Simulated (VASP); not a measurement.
Input:

```
CELL_PARAMETERS angstrom
      4.97130     0.00000     0.00000
      0.00000     7.88143     0.00000
      0.00000     0.00000     2.70126
ATOMIC_POSITIONS crystal
  Se 0.67073 0.39972 0.26505
  Se 0.32927 0.60028 0.26505
  Se 0.17073 0.10028 0.73495
  Se 0.82927 0.89972 0.73495
```

All values below come from r2SCAN meta-GGA, VASP's PBE PAW potentials (set 64) (plane waves; VASP). Numerical set-up: 400 eV cut-off, 7×5×13 Γ-centred mesh, tetrahedra with Blöchl corrections, potentials Se.

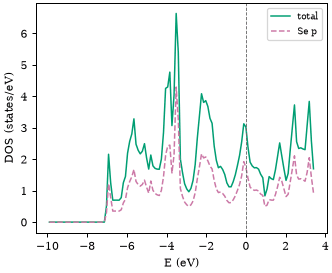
Total and projected density of states, zero at the Fermi level

Within 2 eV below the Fermi level the largest weight inside VASP's projection spheres is Se p.

It has no gap at this level: it comes out as a metal or semimetal.

The structure comes from a computed database's Se entry (P2_12_12); how it stands against other phases isn't given here. It was relaxed first.
